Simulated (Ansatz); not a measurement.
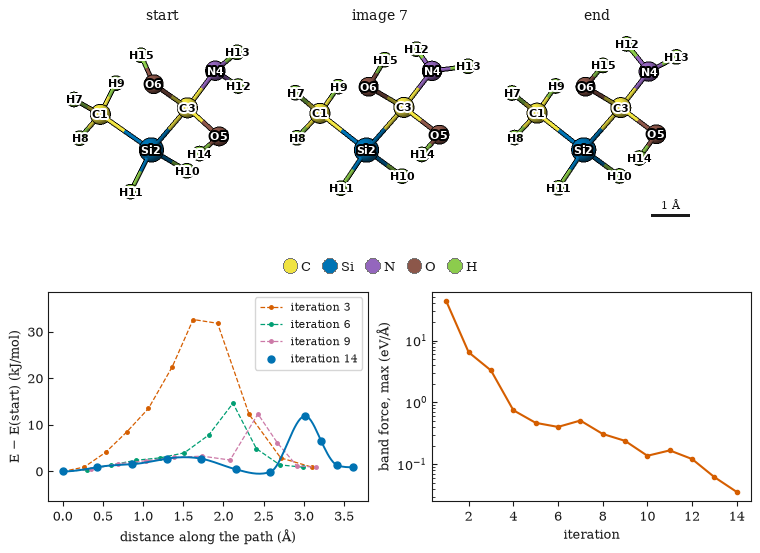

A nudged-elastic-band calculation for C2H9NO2Si. Images are numbered from 0 (start) to 10 (end). The plot follows the band through its iterations. The picture is a ball-and-stick view, seen from a free direction.

These are results of RKS BHLYP/def2-SVP in Ansatz, not measurements. Set-up: 9 movable images; climbing image; force threshold 0.05 eV/Å; iteration limit 38; starting path through a guess of the saddle point.

### Did the band converge, and can the barrier be trusted?

The run is converged, with reservations. The band converged in 14 iterations. The largest component of the band force went from 43 to 0.036 eV/Å. The climbing image converged on the top of the path. Its vibrational analysis gives one imaginary mode (591i cm⁻¹), as a transition state must have. The first iteration put the highest image at 616.6 kJ/mol. The highest point, image 7, lies 11.9 kJ/mol above the start and 11.0 kJ/mol above the end; the end is at +0.9 kJ/mol relative to the start. The profile has 2 maxima (images 4, 7) with a dip at image 6 (−0.1 kJ/mol), so the process runs in steps.

Cost: 6.5 min on 2 threads of AMD EPYC 9R14 (Zen 4), with other jobs on the host, peak memory 0.37 GiB.
